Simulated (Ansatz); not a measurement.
Effort and miss along a sweep of basis.ecutwfc: BiSb (Pm-3m, 2 atoms in the cell)

```
CELL_PARAMETERS angstrom
      3.75254     0.00000     0.00000
      0.00000     3.75254     0.00000
      0.00000     0.00000     3.75254
ATOMIC_POSITIONS crystal
  Bi 0.00000 0.00000 0.00000
  Sb 0.50000 0.50000 0.50000
```

Method of the run: PBE (plane waves, PAW; Ansatz, an electronic-structure program).

Base settings: basis.ecutwfc = 420 eV; kpoints.mp_grid.grid = 5 5 5; hamiltonian.xc = pbe; hamiltonian.pseudopotentials = {kind: paw} (the program's default PAW files); scf.occupations.method = cold; scf.occupations.width = 0.136 eV.

Misses are taken against the tightest run, 840 eV, which need not be fully converged itself. The energy is the free energy per atom.

The count of work is k-points × plane waves × bands × iterations; it is no time, and leaves out set-up, grids and terms that scale otherwise. 

Ansatz's pressure holds its estimate of the finite-basis (Pulay) stress, which hides part of the cutoff error; the uncorrected pressure shows it.

The starting cell was generated: these elements placed on a structure prototype, without a prior relaxation; it need not be a known phase or ordering of this composition. Its lattice was rescaled by a random factor within 2.5 % of one. In the base run, with a pressure of about 9 GPa the cell is away from its equilibrium volume at this level. Ansatz's pressure includes its estimate of the finite-basis (Pulay) stress. The run gives no clean gap (levels at the Fermi energy touch, overlap or are partly filled at this smearing), which alone does not show that the compound is a metal. Without a gap this mesh is coarse (it stands for a supercell whose shortest vector is 19 Å).

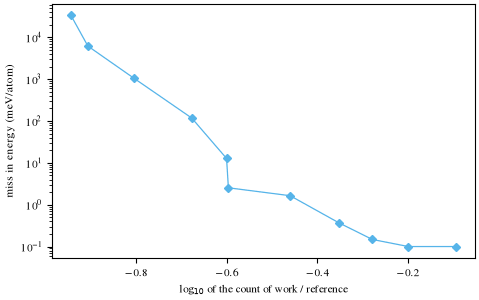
Fig. 1. Miss against the count of work; the reference run is not drawn, and misses under 0.1 meV/atom are drawn there.

| basis.ecutwfc | energy less reference (meV/atom) | pressure less reference (GPa) | uncorrected pressure less reference (GPa) | count of work / reference |
|---|---|---|---|---|
| 170 eV | 33983.09 | 8.25 | -945.31 | 0.11 |
| 210 eV | 6197.05 | 1.41 | -223.43 | 0.12 |
| 250 eV | 1060.14 | -0.28 | -49.03 | 0.16 |
| 295 eV | 117.96 | 0.01 | -7.47 | 0.21 |
| 335 eV | 12.75 | 0.03 | -0.96 | 0.25 |
| 380 eV | 2.54 | 0.01 | -0.04 | 0.25 |
| 420 eV | 1.64 | 0.00 | -0.04 | 0.35 |
| 485 eV | 0.37 | 0.00 | -0.02 | 0.44 |
| 545 eV | 0.15 | 0.00 | 0.00 | 0.53 |
| 630 eV | 0.08 | 0.00 | 0.00 | 0.63 |
| 735 eV | 0.05 | 0.00 | 0.00 | 0.81 |
| 840 eV | 0.00 | 0.00 | 0.00 | 1.0 |

Coarsest setting among those run that, with all tighter ones, holds the energy within 2 meV/atom of the reference: 420 eV, off by 1.6 meV/atom; it needs 0.35 of the reference's count of work.

Coarsest setting among those run that, with all tighter ones, holds the energy within 0.5 meV/atom of the reference: 485 eV, off by 0.37 meV/atom; it needs 0.44 of the reference's count of work.

Smallest miss in the energy for at most 0.3 times the reference's count of work: 380 eV, with a miss of 2.5 meV/atom at a count of 0.25.

The step from 250 eV to 735 eV: it takes the miss in the energy from 1100 to 0.05 meV/atom, for 5.1 times the count of work.

Keys are those of Ansatz 0.2.
